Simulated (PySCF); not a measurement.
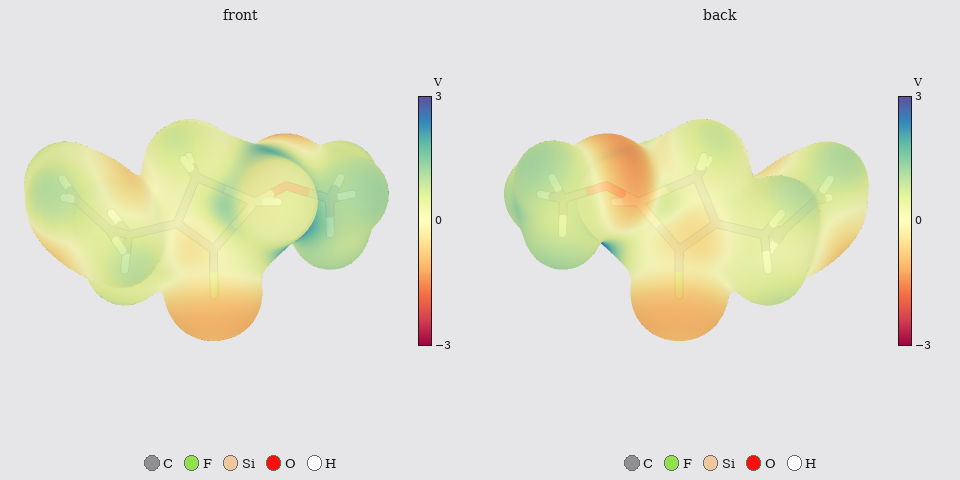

The picture shows: C7H11FOSi. The electrostatic potential painted on the density surface at 0.004 e/bohr³, seen from the front and from behind; red is negative and blue positive.

Geometry: GFN2-xTB.

These are results of PySCF, PBE0/pcSseg-1, SCF density, gas phase, non-relativistic, not measurements.

Input file:

```
{"job": {"kind": "nmr", "xc": "PBE0", "basis": "pcSseg-1"}, "charge": 0, "multiplicity": 1}
C     -3.710254     0.725408     1.252120
C     -2.951144     0.038230     0.420583
C     -1.943954     0.645092    -0.512459
C     -0.580369     0.156645    -0.158669
C      0.205752    -0.761572    -0.730646
F     -0.080024    -1.466862    -1.857036
Si     1.559897    -0.685880     0.591370
O      2.976138     0.025571     0.286917
C      4.175018    -0.531523    -0.172329
C      0.218955     0.600156     1.046411
H     -4.415876     0.245002     1.908660
H     -3.664124     1.800961     1.307642
H     -3.009383    -1.041820     0.384807
H     -2.174849     0.344552    -1.538572
H     -1.980666     1.734614    -0.439029
H      1.697406    -1.893560     1.400149
H      4.491540    -1.355371     0.470473
H      4.933049     0.251533    -0.157355
H      4.059700    -0.905932    -1.191034
H      0.500814     1.649292     0.998210
H     -0.316549     0.442405     1.979533
```

Launched as:

```sh
OMP_NUM_THREADS=1 python probes_run.py task.json out
```

**Describe the electrostatic potential map.**

The most negative region (about −1.4 V, or −32 kcal/mol for a unit charge) lies over O8, the most positive (about +2.4 V, or +55 kcal/mol for a unit charge) over Si7. O8 is the likeliest acceptor of a hydrogen bond.
